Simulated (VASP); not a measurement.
Band structure of Ag3Pt (ordered alloy cell). Computed with PBEsol GGA, VASP's PBE PAW potentials (set 64) (plane waves; VASP).

Unless said otherwise, spin-orbit coupling is left out, though it shifts the bands of the heavy elements here.

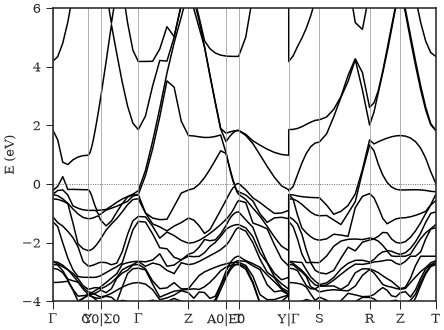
*Bands along high-symmetry lines, zero at the valence-band maximum or, without a gap, the Fermi level*

Task: Read the plot: is there a gap, and where are the band edges?

Result: It has no gap at this level: it comes out as a metal or semimetal. (Edges off the drawn lines would not show.)

The structure was generated: Ag3Pt was put into an ordered model structure (Cmmm), which need not be its known phase. It was relaxed first. The electron count is odd and the run is not spin-polarised, which forces a metal.
